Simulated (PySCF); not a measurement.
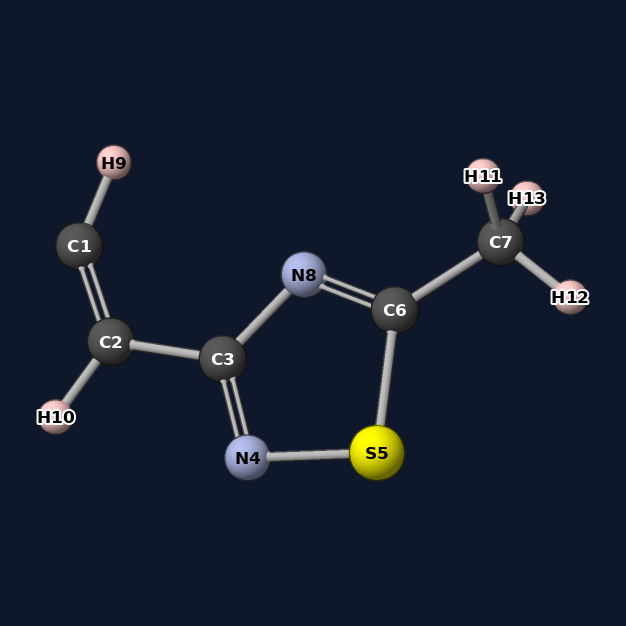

The questions are on Mulliken spin populations. Charge 0, doublet. The geometry was computed by an optimisation with GFN2-xTB. No frequency run is at hand to confirm it as a minimum. Level of theory: UKS B3LYP, pcH-1 on C H N S, non-relativistic (PySCF 2.14.0).

> Which atom carries the largest spin population?

C1 (1.07 e).

> Which atom has the lowest spin population?

C2 (−0.16 e); a negative value comes from spin polarisation.

Give the Mulliken spin populations atom by atom.

```tsv
atom	value (e)
C1	1.07
C2	−0.16
C3	0.07
N4	−0.03
S5	0.00
C6	0.01
C7	0.00
N8	−0.01
H9	0.01
H10	0.05
H11	0.00
H12	0.00
H13	0.00
```

Mulliken values depend strongly on the basis set.
